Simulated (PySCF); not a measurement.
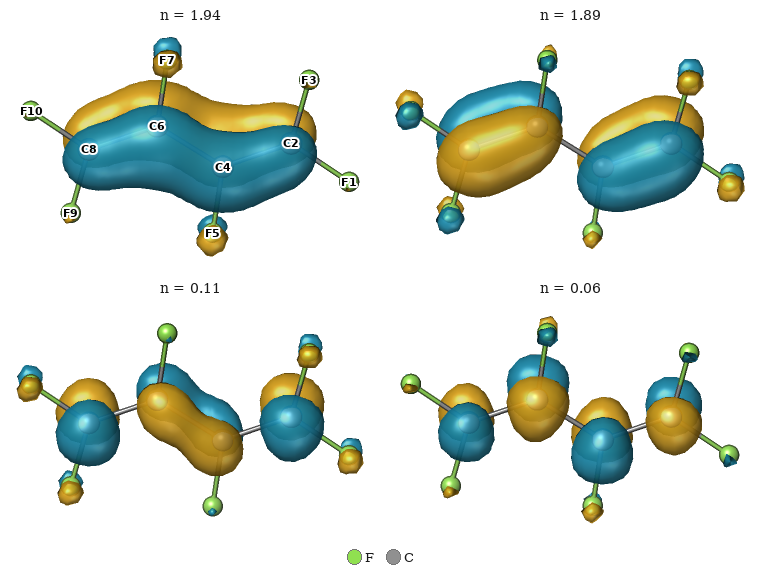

*C4F6, SMILES `FC(F)=C(F)C(F)=C(F)F`. Natural orbitals of the π active space, CASSCF(4,4), singlet state, in order of falling occupation.*

Method: def2-SVP basis; geometry: GFN2-xTB; program: PySCF. No frequency check shows the geometry to be a minimum.

How multiconfigurational is the state?

Answer. The leading determinant weighs 0.91; the effective number of unpaired electrons, Σ n²(2−n)², is 0.12; the most occupied of the weakly occupied orbitals holds 0.11 e, as in an ordinary closed-shell π system. The active space lowers the energy by 1.59 eV against Hartree–Fock.

Where does the lowest triplet lie relative to the singlet, at this geometry and within this active space?

Answer. 3.59 eV above it by strongly contracted NEVPT2 (+3.74 eV by CASSCF); a small basis tends to put such gaps a few tenths of an eV too high. This is a vertical energy for π states alone; a state that uses lone pairs or σ orbitals may lie lower.
